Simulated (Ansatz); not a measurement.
**Two runs on SiHBrF**

System: SiHBrF, charge −1.
Method of run 1: RKS wB97M-V/def2-TZVPPD (Ansatz 0.2.0).

The geometry: displaced from a GFN2-xTB structure. Text and figures count atoms from 1; the logs count them from 0 in places.

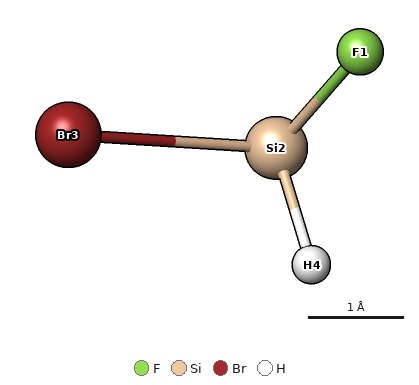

The input geometry (ball-and-stick view, seen at a tilt; atoms are numbered from 1 in the order of the input).

**The input, run 1**
```yaml
crystal:
  periodic: [false, false, false]
  atoms:
    - {symbol: F, position_ang: [-1.080200, -0.175300, 1.106000]}
    - {symbol: Si, position_ang: [-0.474100, -0.432100, -0.466500]}
    - {symbol: Br, position_ang: [1.939200, -0.499600, 0.111900]}
    - {symbol: H, position_ang: [-0.391400, 1.052100, -0.728500]}
basis:
  gaussian: {orbitals: "def2-TZVPPD.json"}
total_charge: -1
hamiltonian: {xc: {name: wB97M-V}}
output: {forces: true}
```

Hardware: 4 CPU threads, shared host.

**Output (run 1)**
```
Functional definition: wB97M-V
  parameter omega = 0.3/bohr
  parameter cx = 0.15
  parameter cx01 = 1.007
  parameter cx10 = 0.259
  parameter css00 = 0.443
  parameter css04 = -1.437
  parameter css10 = -4.535
  parameter css20 = -3.390
  parameter css43 = 4.278
  parameter cos00 = 1.000
  parameter cos10 = 1.358
  parameter cos20 = 2.924
  parameter cos21 = -8.812
  parameter cos60 = -1.390
  parameter cos61 = 9.142
  parameter b = 6.0
  parameter c = 0.01
  gx(w, u) = 1 - cx + cx01*u + cx10*w
  gss(w, u) = css00 + css04*u^4 + css10*w + css20*w^2 + css43*w^4*u^3
  gos(w, u) = cos00 + cos10*w + (cos20 + cos21*u)*w^2 + (cos60 + cos61*u)*w^6
  exchange = spin_sum(e_x_unif_sr(omega)*gx(b97_w, b97_u_x)) + cx*exact_x_sr(omega) + exact_x_lr(omega)
  correlation = spin_sum(e_c_pw_mod_same_spin*gss(b97_w, b97_u_same))
      + integral(e_c_pw_mod_opposite_spin*gos(b97_w_opposite, b97_u_opposite)) + vv10(b, c)
1015 factors; their error is unknown
223 factors; integrals over basis functions are off by at most 4.1e-5 eV
mean field evaluation 1: about -80656.1812 eV, gradient 2.1e1 eV
mean field evaluation 2: about -80656.6091 eV, gradient 1.7e1 eV
mean field evaluation 4: about -80657.0032 eV, gradient 1.0e0 eV
mean field evaluation 8: about -80657.2122 eV, gradient 2.7e-1 eV
mean field evaluation 16: about -80657.2123 eV, gradient 1.3e-4 eV
mean field -80657.21232301 eV, -2964.0978814485 hartree, gradient 5.7e-5 eV, S^2 0.000000; 0 other end points of the search recorded, 0 dependent functions left out
the calculation of the forces begins
reference -80657.21238372 eV, -2964.0978836795 hartree; 30, 30 occupied and 132, 132 virtual orbitals, 1015 factors
Total energy: -80657.21238372 eV, -2964.0978836795 hartree
Atom 0 at    -1.080200    -0.175300     1.106000 Å, force     0.144759    -0.289438    -0.416379 eV/Å
Atom 1 at    -0.474100    -0.432100    -0.466500 Å, force    -0.096183    -0.046330     0.760723 eV/Å
Atom 2 at     1.939200    -0.499600     0.111900 Å, force    -0.138204    -0.010148    -0.042767 eV/Å
Atom 3 at    -0.391400     1.052100    -0.728500 Å, force     0.089628     0.345916    -0.301577 eV/Å
Dipole moment:     0.391975     0.020389     0.046592 e Å
```

Run 2 used a changed input.

**The two runs side by side**

```tsv
quantity	run 1	run 2
outcome	converged	converged
total energy (hartree)	−2964.097884	−2962.238525
largest force (eV/Å)	0.768	0.863
basis functions	162	162
wall time (shared host)	4 s	98 s
```

Which change of the input explains these differences?

The change (lines with − go, lines with + come):
```diff
-hamiltonian: {xc: {name: wB97M-V}}
+correlation: {method: ccsd_t}
```

The total energies belong to different methods, so their difference says nothing on which is more stable or more accurate. The largest force goes from 0.768 to 0.863 eV/Å.

**Output (run 2)**
```
Functional definition: HF
  exchange = exact_x
  correlation = 0
990 factors; integrals over basis functions are off by at most 8.8e-4 eV
mean field evaluation 1: about -80586.5929 eV, gradient 1.6e1 eV
mean field evaluation 2: about -80586.7257 eV, gradient 1.7e1 eV
mean field evaluation 4: about -80587.5870 eV, gradient 1.7e0 eV
mean field evaluation 8: about -80587.6101 eV, gradient 2.4e-1 eV
mean field evaluation 16: about -80586.5939 eV, gradient 1.6e1 eV
mean field -80587.61047697 eV, -2961.5400607843 hartree, gradient 5.3e-6 eV, S^2 0.000000; 0 other end points of the search recorded, 0 dependent functions left out
15 core orbitals not correlated: weight in the atoms' cores, before any rotation towards them, 1.000 or more for the frozen orbitals, at most 0.000 for the correlated occupied ones
reference -80587.61047697 eV, -2961.5400607843 hartree; 15, 15 occupied and 132, 132 virtual orbitals, 990 factors
second order -17.87536963 eV of doubles, -0.00000000 eV of singles
cycle   1  -17.87116512 eV  change    4.2e-3 eV  update   9.5e-2
cycle   2  -18.28770578 eV  change   -4.2e-1 eV  update   3.1e-2
cycle   3  -18.38704246 eV  change   -9.9e-2 eV  update   1.6e-2
cycle   4  -18.36992399 eV  change    1.7e-2 eV  update   4.0e-3
cycle   5  -18.36739609 eV  change    2.5e-3 eV  update   1.7e-3
cycle   6  -18.36866111 eV  change   -1.3e-3 eV  update   6.1e-4
cycle   7  -18.36844097 eV  change    2.2e-4 eV  update   2.8e-4
cycle   8  -18.36826951 eV  change    1.7e-4 eV  update   1.2e-4
cycle   9  -18.36832079 eV  change   -5.1e-5 eV  update   5.6e-5
cycle  10  -18.36835584 eV  change   -3.5e-5 eV  update   2.3e-5
cycle  11  -18.36832283 eV  change    3.3e-5 eV  update   1.0e-5
cycle  12  -18.36832842 eV  change   -5.6e-6 eV  update   4.6e-6
perturbative correction -0.63784162 eV, -0.0234402473 hartree
the calculation of the forces begins
Total energy: -80606.61664701 eV, -2962.2385246505 hartree
Atom 0 at    -1.080200    -0.175300     1.106000 Å, force     0.164407    -0.325157    -0.478492 eV/Å
Atom 1 at    -0.474100    -0.432100    -0.466500 Å, force    -0.075465     0.018120     0.859794 eV/Å
Atom 2 at     1.939200    -0.499600     0.111900 Å, force    -0.170867    -0.020220    -0.051593 eV/Å
Atom 3 at    -0.391400     1.052100    -0.728500 Å, force     0.081925     0.327257    -0.329709 eV/Å
Dipole moment:     0.415183     0.031068     0.056911 e Å
```
